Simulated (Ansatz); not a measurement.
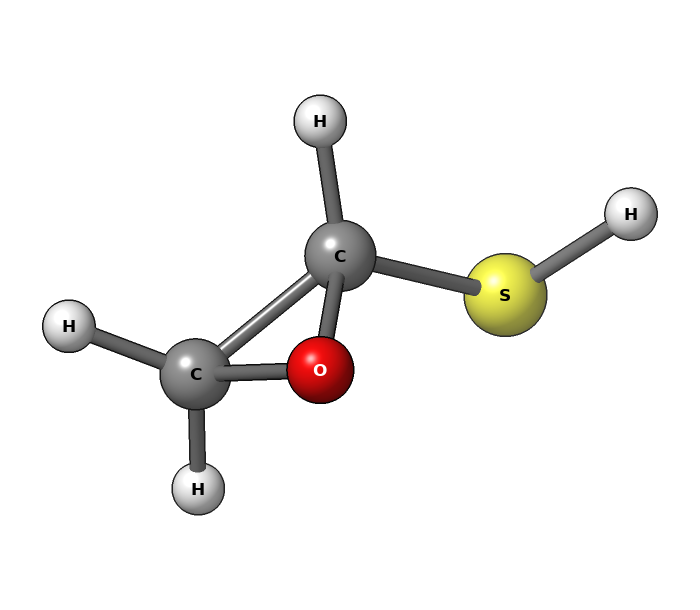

A ball-and-stick model of a molecule.

Give the formula.

Answer. C₂H₄OS, 8 atoms: 2 carbon, 4 hydrogen, 1 oxygen and 1 sulfur.

What is the point group of this geometry?

Answer. C1.

The parts below concern this one geometry. Atoms keep their numbers from picture to picture. Computed geometry: PBE0-D4/def2-TZVP optimisation. No frequency run is at hand to confirm it as a minimum.

Shape

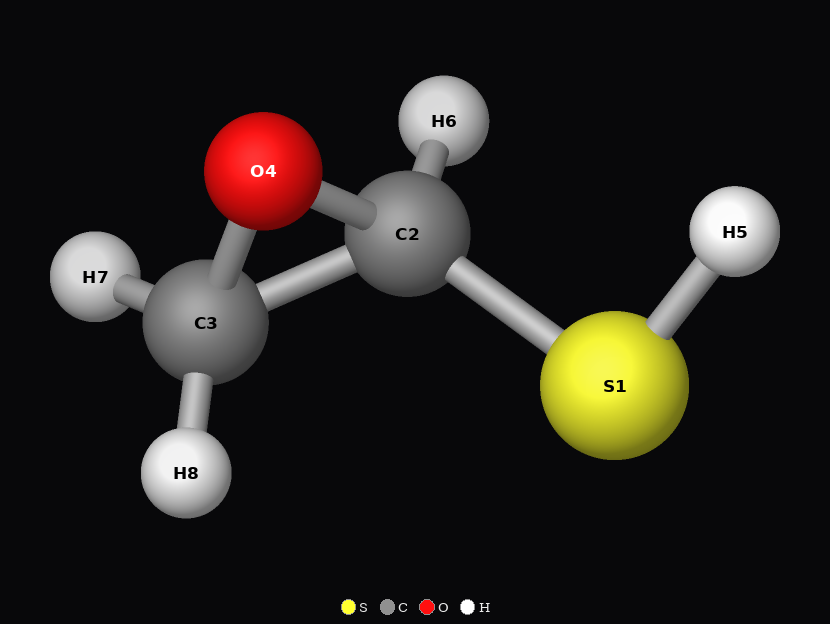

Numbered structure. No frequency run is at hand to confirm it as a minimum.

List the bonds and their lengths.

```
 bond  length (Å)   order
S1–C2       1.777  single
S1–H5       1.343  single
C2–C3       1.458  single
C2–O4       1.410  single
C2–H6       1.086  single
C3–O4       1.418  single
C3–H7       1.087  single
C3–H8       1.087  single
```

Electronic properties

No frequency run is at hand to confirm it as a minimum. Level of theory: RKS PBE0-D4/def2-TZVPP (Ansatz 0.2.0).

Estimate the LUMO energy (Kohn–Sham orbital).

Answer. 0.37 eV.

Give the dispersion correction at this level.

Answer. −11.3 kJ/mol.

What is the HOMO energy (Kohn–Sham orbital)?

Answer. −7.34 eV.

Dipole moment

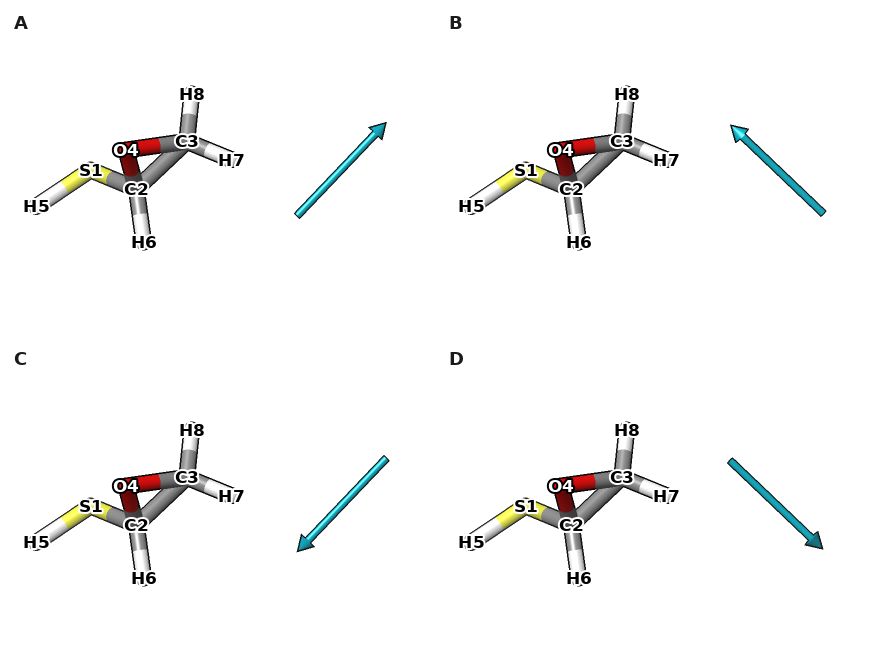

The same molecule four times, each with an arrow. No frequency run is at hand to confirm it as a minimum. Level of theory: RKS PBE0-D4/def2-TZVP (Ansatz 0.2.0).

Which arrow points along the dipole moment, from the negative to the positive end?

Answer. D. The dipole moment is 1.45 D; it points from the side of H5 to the side of H6, H7 (the outermost atoms at the two ends).

Charges

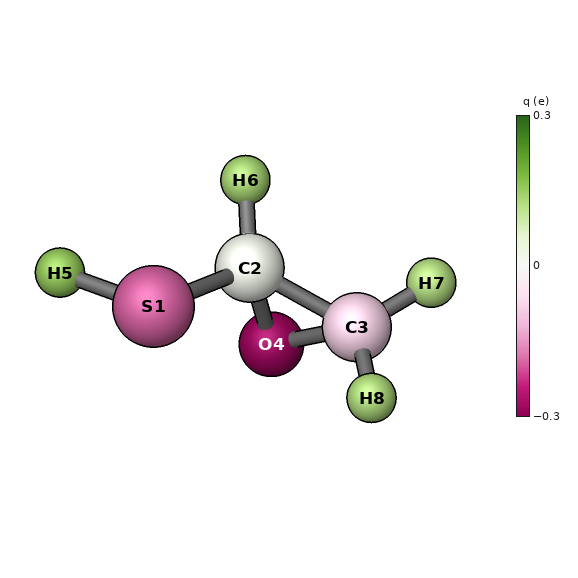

Atoms are coloured by their Mulliken charges. No frequency run is at hand to confirm it as a minimum. Method: RKS PBE0-D4/def2-TZVP (Ansatz 0.2.0).

Give the Mulliken charges atom by atom.

| atom | value (e) |
| --- | --- |
| S1 | −0.19 |
| C2 | 0.02 |
| C3 | −0.07 |
| O4 | −0.28 |
| H5 | 0.15 |
| H6 | 0.13 |
| H7 | 0.12 |
| H8 | 0.13 |

Mulliken values depend strongly on the basis set and can even reverse the polarity of a bond.
